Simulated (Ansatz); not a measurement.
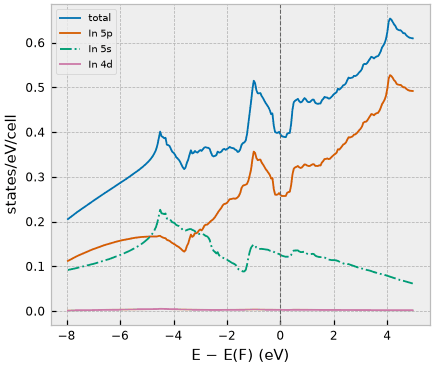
Figure. Total and projected density of states of In (body-centred tetragonal, I4/mmm), r²SCAN+D4 in the plane-wave PAW code Ansatz

**Question.** Which orbitals carry the states next to the Fermi level?

**Answer.** Within 0.5 eV of the Fermi level: In 5p 67 %, In 5s 31 %. Projections are on Löwdin-orthogonalised atomic valence shells; empty p or d shells of many metals are not among them.

**Question.** Where is the tallest occupied peak in this window, and what makes it?

**Answer.** Near -1.0 eV, about 0.51 states/eV per cell; the largest projected share is In 5p.

The cell was relaxed with r²SCAN+D4 under the symmetry of its start. The pairwise dispersion correction was not fitted to metals. Scalar-relativistic: spin–orbit coupling is off unless named, which matters more the heavier the elements.

Potentials: the later of the program's two PAW sets.
